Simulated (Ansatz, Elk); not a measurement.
## How far do independent atoms describe Li2CoCl2F2?

Structure refinements treat a crystal as free atoms side by side. For a made-up structure of Li2CoCl2F2 (cell and positions from a PBEsol relaxation) the runs below show what the calculated density changes in F(hkl).

Program: Elk 11.2.3 (patched build). Level of theory: DFT, PBE, all-electron APW+lo, Dirac cores, scalar-relativistic bands, static density, ferromagnetic start. Results are calculated unless marked as measured.

The structure was built from a prototype and need not be the compound's stable phase.

## 1. The starting structure

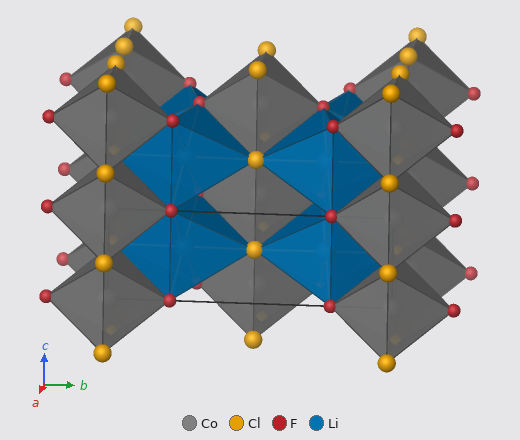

The starting structure, seen slightly off an axis (cobalt grey, chlorine orange, fluorine red, lithium blue). 1×1×2 cells are drawn. This picture shows the conventional cell, with its axes. Some periodic images of atoms are drawn too.

## 2. Ground state and structure factors

An all-electron density is needed, since X-rays see the cores too. Task 0 finds the density and task 195 Fourier-transforms it; tshift is off so that phases refer to the origin typed.

elk.in reads:

```
tasks
  0
  195
  196

xctype
  20

spinpol
  .true.

rgkmax
  7.0

gmaxvr
  14.0

lmaxo
  7

lmaxapw
  8

swidth
  0.002

tshift
  .false.

ramdisk
  .false.

hmaxvr
  5.5

maxscl
  120

epspot
  1e-06

reducebf
  0.8

sppath
  './'

avec
  5.97415343532 -9.24445264353 0.00000000000
  5.97415343532 9.24445264353 0.00000000000
  0.00000000000 0.00000000000 5.94668170164

atoms
  4
  'Co.in'
  1
  -0.0000000000 -0.0000000000 0.0000000000   0.000000 0.000000 -0.120000
  'Cl.in'
  2
  0.2646196686 0.2646196686 0.5000000000   0.000000 0.000000 0.000000
  0.7353803314 0.7353803314 0.5000000000   0.000000 0.000000 0.000000
  'F.in'
  2
  0.2168184435 0.7831815565 0.0000000000   0.000000 0.000000 0.000000
  0.7831815565 0.2168184435 0.0000000000   0.000000 0.000000 0.000000
  'Li.in'
  2
  -0.0000000000 0.5000000000 0.5000000000   0.000000 0.000000 0.000000
  0.5000000000 -0.0000000000 0.5000000000   0.000000 0.000000 0.000000

ngridk
  4 4 6
```

The run is started by

```
OMP_NUM_THREADS=4 elk
```

Numbers of over 12 decimals in the logs are rounded to 6 here.

The program printed:

```text
┌─────────────────────────┐
│ Elk code version 11.2.3 │
└─────────────────────────┘

All units are atomic (Hartree, Bohr, etc.)

┌─────────────────────────────────────────────────┐
│ Ground-state run starting from atomic densities │
└─────────────────────────────────────────────────┘

Lattice vectors :
   5.974153435      -9.244452644       0.000000000
   5.974153435       9.244452644       0.000000000
   0.000000000       0.000000000       5.946681702

Reciprocal lattice vectors :
  0.5258640722     -0.3398354424       0.000000000
  0.5258640722      0.3398354424      -0.000000000
  -0.000000000       0.000000000       1.056586786

Unit cell volume      :    656.8440399
Brillouin zone volume :   0.3776394370

Muffin-tin inner radius fraction :   0.1000000000E-01

Nuclei treated as point charges

Species : 1 (Co)
 parameters loaded from : Co.in
 name : cobalt
 nuclear charge    :   -27.00000000
 electronic charge :    27.00000000
 atomic mass :    107428.6517
 muffin-tin radius :    2.125084973
 number of radial points in muffin-tin :    993
 inner part over the whole radius :   0.9886945090E-02
 number on inner part of muffin-tin    :    698
 approximate nuclear radius :   0.7243775530E-04
 number of mesh points to nuclear radius :    336
 atomic positions (lattice), magnetic fields (Cartesian) :
  1 :   0.00000000  0.00000000  0.00000000    0.00000000  0.00000000 -0.12000000

Species : 2 (Cl)
 parameters loaded from : Cl.in
 name : chlorine
 nuclear charge    :   -17.00000000
 electronic charge :    17.00000000
 atomic mass :    64626.86550
 muffin-tin radius :    2.165129673
 number of radial points in muffin-tin :    793
 inner part over the whole radius :   0.9847861620E-02
 number on inner part of muffin-tin    :    554
 approximate nuclear radius :   0.6305718926E-04
 number of mesh points to nuclear radius :    253
 atomic positions (lattice), magnetic fields (Cartesian) :
  1 :   0.26461967  0.26461967  0.50000000    0.00000000  0.00000000  0.00000000
  2 :  -0.26461967 -0.26461967  0.50000000    0.00000000  0.00000000  0.00000000

Species : 3 (F)
 parameters loaded from : F.in
 name : fluorine
 nuclear charge    :   -9.000000000
 electronic charge :    9.000000000
 atomic mass :    34631.97045
 muffin-tin radius :    1.799425303
 number of radial points in muffin-tin :    593
 inner part over the whole radius :   0.9777824314E-02
 number on inner part of muffin-tin    :    408
 approximate nuclear radius :   0.5278478738E-04
 number of mesh points to nuclear radius :    176
 atomic positions (lattice), magnetic fields (Cartesian) :
  1 :   0.21681844 -0.21681844  0.00000000    0.00000000  0.00000000  0.00000000
  2 :  -0.21681844  0.21681844  0.00000000    0.00000000  0.00000000  0.00000000

Species : 4 (Li)
 parameters loaded from : Li.in
 name : lithium
 nuclear charge    :   -3.000000000
 electronic charge :    3.000000000
 atomic mass :    12652.66898
 muffin-tin radius :    1.800000000
 number of radial points in muffin-tin :    593
 inner part over the whole radius :   0.9806707936E-02
 number on inner part of muffin-tin    :    401
 approximate nuclear radius :   0.4000070961E-04
 number of mesh points to nuclear radius :    148
 atomic positions (lattice), magnetic fields (Cartesian) :
  1 :   0.00000000  0.50000000  0.50000000    0.00000000  0.00000000  0.00000000
  2 :   0.50000000  0.00000000  0.50000000    0.00000000  0.00000000  0.00000000

Total number of atoms per unit cell :    7
Total muffin-tin volume :    222.8981646
 ratio of muffin-tin to unit cell volume :   0.3393471677

Spin treatment :
 spin-polarised
 global magnetic field (Cartesian) :    0.000000000       0.000000000       0.000000000
 collinear magnetisation in z-direction

Number of Bravais lattice symmetries :    8
Number of crystal symmetries         :    8
Crystal has inversion symmetry
Real symmetric eigensolver will be used

k-point grid :      4     4     6
k-point offset :    0.000000000       0.000000000       0.000000000
[...]
Coulomb                     :     -4947.4847511308
 Coulomb potential           :     -3810.8684651995
 nuclear-nuclear             :     -345.99880028536
 electron-nuclear            :     -5401.2996355775
 Hartree                     :      799.81368473211
 Madelung                    :     -3042.0505185310
 xc potential                :     -182.08797946697
 xc effective B-field        :    -0.145200
 external B-field            :      0.000000
 exchange                    :     -137.41273270739
 correlation                 :     -3.379525
 electron entropic           :    -0.11868478612478E-02
 total energy                :     -2531.5829251448
 (external B-field energy excluded from total)

Density of states at Fermi energy :    81.04373203
 (states/Hartree/unit cell)

Estimated indirect band gap :   0.3620017449E-02
 from k-point 20 to k-point 15
Estimated direct band gap   :   0.3718618377E-02
 at k-point 15

Charges :
 core                        :    36.00000000
 valence                     :    49.00000000
 interstitial                :    6.785272293
 muffin-tins (core leakage)
  species : 1 (Co)
[...]
species : 2 (Cl)
[...]
species : 3 (F)
[...]
species : 4 (Li)
   atom 1                    :    2.096629059     (   0.000000000    )
   atom 2                    :    2.096629059     (   0.000000000    )
 total in muffin-tins        :    78.21472771
 total calculated charge     :    84.99786587
 total charge                :    85.00000000
 error                       :   0.2134133979E-02

Moments :
 interstitial                :   0.9151675166E-01
 muffin-tins
  species : 1 (Co)
[...]
species : 2 (Cl)
[...]
species : 3 (F)
[...]
species : 4 (Li)
[...]
total in muffin-tins        :    2.813153693
 total moment                :    2.904670445

RMS change in Kohn-Sham potential (target) :   0.3429280091E-06 (  0.1000000000E-05)
Absolute change in total energy (target)   :   0.9980676168E-05 (  0.1000000000E-03)

Convergence targets achieved

┌──────────────────┐
│ Loop number : 23 │
└──────────────────┘

Energies :
 Fermi                       :     0.101773
 sum of occupied eigenvalues :     -1436.4063833150
 electron kinetic            :      2556.6952793224
 core electron kinetic       :      2317.5104643767
 Coulomb                     :     -4947.4847546816
 Coulomb potential           :     -3810.8684478201
 nuclear-nuclear             :     -345.99880028536
 electron-nuclear            :     -5401.2996601354
 Hartree                     :      799.81370573911
 Madelung                    :     -3042.0505307716
 xc potential                :     -182.08800341069
 xc effective B-field        :    -0.145200
 external B-field            :      0.000000
 exchange                    :     -137.41273324588
 correlation                 :     -3.379525
 electron entropic           :    -0.11868298351137E-02
 total energy                :     -2531.5829206413
 (external B-field energy excluded from total)

Density of states at Fermi energy :    81.04285678
 (states/Hartree/unit cell)

Estimated indirect band gap :   0.3619698212E-02
 from k-point 20 to k-point 15
Estimated direct band gap   :   0.3718295387E-02
 at k-point 15

Charges :
 core                        :    36.00000000
 valence                     :    49.00000000
 interstitial                :    6.785272202
 muffin-tins (core leakage)
  species : 1 (Co)
[...]
species : 2 (Cl)
[...]
atom 2                    :    15.67002264     (  0.1989215320E-04)
  species : 3 (F)
   atom 1                    :    8.662604254     ( -0.2866546547E-06)
   atom 2                    :    8.662604254     ( -0.2866546547E-06)
  species : 4 (Li)
   atom 1                    :    2.096629058     (   0.000000000    )
   atom 2                    :    2.096629058     (   0.000000000    )
 total in muffin-tins        :    78.21472780
 total calculated charge     :    84.99786587
 total charge                :    85.00000000
 error                       :   0.2134134011E-02

Moments :
 interstitial                :   0.9151666504E-01
 muffin-tins
  species : 1 (Co)
[...]
species : 2 (Cl)
[...]
species : 3 (F)
[...]
atom 2                    :   0.5163117833E-01
  species : 4 (Li)
   atom 1                    :   0.5917912826E-03
   atom 2                    :   0.5917912826E-03
 total in muffin-tins        :    2.813152058
 total moment                :    2.904668723

┌──────────────────────────────┐
│ Self-consistent loop stopped │
└──────────────────────────────┘

Warning : core states of species 1 leak from the muffin-tin :   0.1902285953E-02

Wrote STATE.OUT
```

Elapsed: 6.2 min, on 4 threads of Arm Neoverse V1, shared host; peak memory 0.44 GiB.

SFACRHO.OUT:

```text

h k l indices transformed by vhmat matrix:
   1.000000000       0.000000000       0.000000000    
   0.000000000       1.000000000       0.000000000    
   0.000000000       0.000000000       1.000000000    

      h      k      l  multipl.   |H|            Re(F)            Im(F)           |F|

      0      0      0      1   0.0000000       85.000003      0.33863207E-15   85.000003    
      0     -1      0      4  0.62611592       25.751583      0.15536135E-15   25.751583    
     -1      1      0      2  0.67967088       35.263272     -0.87522382E-15   35.263272    
      1      1      0      2   1.0517281       7.6279760     -0.11607275E-13   7.6279760    
      0      0     -1      2   1.0565868       7.1585453     -0.30208949E-14   7.1585453    
     -1      2      0      4   1.1471383       11.175143      0.25682428E-14   11.175143    
     -1      0      1      8   1.2281681       26.881437      0.11406724E-14   26.881437    
     -2      0      0      4   1.2522318      -12.419535      0.95490376E-14   12.419535    
     -1      1     -1      4   1.2563153      -12.800780     -0.27222170E-14   12.800780    
      2     -2      0      2   1.3593418       57.441175      0.10852574E-14   57.441175    
     -1     -1     -1      4   1.4908077       58.829054     -0.12969591E-13   58.829054    
     -2      1     -1      8   1.5595839       14.594498      0.23104088E-15   14.594498    
      2      1      0      4   1.6137798       27.938210      0.62361106E-15   27.938210    
      0     -2      1      8   1.6384323       26.383254     -0.55077028E-14   26.383254    
     -3      1      0      4   1.7187036       3.1409742      0.10361292E-13   3.1409742    
     -2      2     -1      4   1.7216811       2.8116057      0.26307555E-14   2.8116057    
     -3      2      0      4   1.7786895       26.700102     -0.10260540E-14   26.700102    
      3      0      0      4   1.8783478       17.299874      0.50224413E-14   17.299874
```

Elk indexes on the primitive cell of elk.in and gives |H| = 4π sin θ/λ in inverse bohr. Below, one row stands for each form hkl of the conventional cell (m members, Friedel mates merged), F is for one primitive cell and the density is static (no thermal factor). Free-atom factors are Waasmaier and Kirfel's, and R is Σm||F|−|F'||/Σm|F|.

| hkl | m | sin θ/λ (Å⁻¹) | abs F, DFT | neutral atoms | diff. | ions | diff. |
| --- | --- | --- | --- | --- | --- | --- | --- |
| 110 | 4 | 0.094 | 25.752 | 25.597 | +0.155 | 24.860 | +0.891 |
| 020 | 2 | 0.102 | 35.263 | 35.475 | -0.212 | 34.872 | +0.391 |
| 200 | 2 | 0.158 | 7.628 | 7.505 | +0.123 | 7.933 | -0.305 |
| 001 | 2 | 0.159 | 7.159 | 7.060 | +0.098 | 7.486 | -0.327 |
| 130 | 4 | 0.172 | 11.175 | 11.304 | -0.129 | 10.872 | +0.303 |
| 111 | 8 | 0.185 | 26.881 | 26.810 | +0.072 | 26.936 | -0.054 |
| 220 | 4 | 0.188 | 12.419 | 11.868 | +0.551 | 12.311 | +0.109 |
| 021 | 4 | 0.189 | 12.801 | 12.251 | +0.550 | 12.684 | +0.116 |
| 040 | 2 | 0.204 | 57.441 | 57.035 | +0.406 | 57.407 | +0.035 |
| 201 | 4 | 0.224 | 58.829 | 58.418 | +0.411 | 58.812 | +0.017 |
| 131 | 8 | 0.234 | 14.595 | 14.764 | -0.169 | 14.750 | -0.156 |
| 310 | 4 | 0.243 | 27.938 | 27.978 | -0.040 | 28.137 | -0.199 |
| 221 | 8 | 0.246 | 26.383 | 26.500 | -0.117 | 26.333 | +0.050 |
| 240 | 4 | 0.259 | 3.141 | 3.027 | +0.114 | 3.328 | -0.187 |
| 041 | 4 | 0.259 | 2.812 | 2.673 | +0.139 | 2.976 | -0.164 |
| 150 | 4 | 0.268 | 26.700 | 26.514 | +0.186 | 26.769 | -0.069 |
| 330 | 4 | 0.282 | 17.300 | 17.446 | -0.146 | 17.521 | -0.221 |
| 311 | 8 | 0.290 | 14.818 | 14.875 | -0.057 | 15.054 | -0.236 |
| 241 | 8 | 0.303 | 45.974 | 46.041 | -0.067 | 46.112 | -0.139 |
| 060 | 2 | 0.307 | 30.108 | 30.300 | -0.191 | 30.309 | -0.201 |
| 151 | 8 | 0.311 | 27.513 | 27.517 | -0.004 | 27.642 | -0.128 |
| 400 | 2 | 0.316 | 47.107 | 47.101 | +0.006 | 47.150 | -0.044 |

The ions are Li+, Co2+, Cl− and F−, by formal charge.

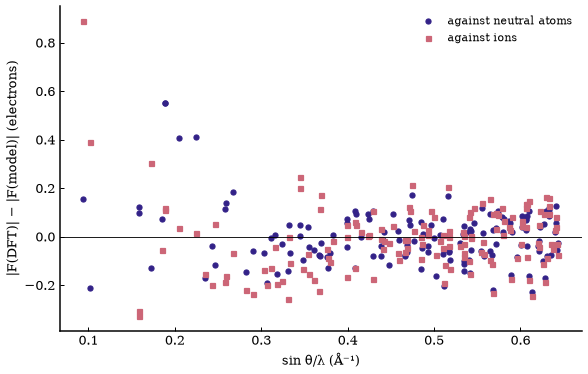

Difference between the calculated structure factors and the independent-atom ones.

## 3. The magnetisation density

The same run holds the spin density, and task 196 transforms it. The order is that of the start, and no other was tried.

SFACMAG_1.OUT:

```text

h k l indices transformed by vhmat matrix:
   1.000000000       0.000000000       0.000000000    
   0.000000000       1.000000000       0.000000000    
   0.000000000       0.000000000       1.000000000    

      h      k      l  multipl.   |H|            Re(F)            Im(F)           |F|

      0      0      0      1   0.0000000       2.9046689      0.81507728E-17   2.9046689    
      0     -1      0      4  0.62611592       2.2437190      0.88524522E-17   2.2437190    
     -1      1      0      2  0.67967088       2.4608308      0.81963009E-17   2.4608308    
      1      1      0      2   1.0517281       1.9704678     -0.32919656E-16   1.9704678    
      0      0     -1      2   1.0565868       2.0091978      0.30194680E-16   2.0091978    
     -1      2      0      4   1.1471383       1.8820234     -0.49188465E-17   1.8820234    
     -1      0      1      8   1.2281681       1.9646686      0.12873680E-16   1.9646686    
     -2      0      0      4   1.2522318       1.6737239      0.52080115E-16   1.6737239    
     -1      1     -1      4   1.2563153       1.6936291     -0.79579535E-17   1.6936291    
      2     -2      0      2   1.3593418       2.0128833      0.29368438E-16   2.0128833    
     -1     -1     -1      4   1.4908077       1.8982241     -0.51443798E-16   1.8982241    
     -2      1     -1      8   1.5595839       1.6107323     -0.13176658E-16   1.6107323    
      2      1      0      4   1.6137798       1.6418988      0.12549184E-16   1.6418988    
      0     -2      1      8   1.6384323       1.5910226     -0.24049377E-16   1.5910226    
     -3      1      0      4   1.7187036       1.4620496      0.42256345E-16   1.4620496    
     -2      2     -1      4   1.7216811       1.4570645      0.78758515E-17   1.4570645
```

The total moment is 2.90 μB a cell; sphere moments: Co1 +2.45, Cl2 +0.13, Cl3 +0.13, F4 +0.05, F5 +0.05, Li6 0.00, Li7 0.00 μB. Polarised neutrons measure spin and orbital magnetisation together; without spin-orbit coupling the run gives the spin part:

| hkl | sin θ/λ (Å⁻¹) | abs F_M (μB) |
| --- | --- | --- |
| 110 | 0.094 | 2.244 |
| 020 | 0.102 | 2.461 |
| 200 | 0.158 | 1.970 |
| 001 | 0.159 | 2.009 |
| 130 | 0.172 | 1.882 |
| 111 | 0.185 | 1.965 |
| 220 | 0.188 | 1.674 |
| 021 | 0.189 | 1.694 |
| 040 | 0.204 | 2.013 |
| 201 | 0.224 | 1.898 |
| 131 | 0.234 | 1.611 |
| 310 | 0.243 | 1.642 |
| 221 | 0.246 | 1.591 |
| 240 | 0.259 | 1.462 |

## 4. The highest occupied states alone

An energy window below the Fermi level keeps the highest occupied states, to see at which angles they scatter; shallow core shells can lie inside it and anion s states outside. No new self-consistency is needed.

elk.in: that of step 2 with these lines changed.

```diff
@@ -1,5 +1,3 @@
 tasks
-  0
   195
-  196
 
@@ -44,2 +42,5 @@
 
+wsfac
+  -0.449470 0.401770
+
 sppath
```

The run is started by

```
OMP_NUM_THREADS=4 elk
```

The program printed:

```text
┌─────────────────────────────────┐
│ Elk code version 11.2.3 started │
└─────────────────────────────────┘

Info(readinput): the functional depends on the density's gradient
 muffin-tin radial points multiplied by    2.00000
 (not where nrmtscf is given)

┌────────────────────┐
│ Current task : 195 │
└────────────────────┘
Info(checkmt): changed muffin-tin radius of species 1 (Co) from   2.4000 to   2.1251
Info(checkmt): changed muffin-tin radius of species 2 (Cl) from   2.2000 to   2.1651
Info(checkmt): changed muffin-tin radius of species 3 (F) from   2.0000 to   1.7994

Info(sfacrho): density structure factors written to SFACRHO.OUT

 Energy window :  -0.4494700000      0.4017700000

┌──────────────────┐
│ Elk code stopped │
└──────────────────┘
```

Elapsed: 15 s, on 4 threads; peak memory 0.25 GiB; 22 s of CPU time.

States within 15 eV below the Fermi level hold 31.00 electrons; any levels below the window count with the cores. Their amplitudes can exceed the total, where window and core parts have opposite phase:

| hkl | sin θ/λ (Å⁻¹) | abs F, window | abs F, all |
| --- | --- | --- | --- |
| 110 | 0.094 | 8.396 | 25.752 |
| 020 | 0.102 | 5.594 | 35.263 |
| 200 | 0.158 | 8.678 | 7.628 |
| 001 | 0.159 | 8.536 | 7.159 |
| 130 | 0.172 | 0.469 | 11.175 |
| 111 | 0.185 | 7.146 | 26.881 |
| 220 | 0.188 | 5.556 | 12.419 |
| 021 | 0.189 | 5.621 | 12.801 |
| 040 | 0.204 | 12.786 | 57.441 |
| 201 | 0.224 | 13.361 | 58.829 |

(Continued in part 2 of 2.)

[Logs are printed without paths, hosts, clocks, repeated set-up lines and the standing remarks that a program may print on its own settings, such as how far it seeks lower states.]

[Hosts, paths, dates, database ids (printed as entryN), source tags and the programs' standing remarks are cut or masked in the printed files.]
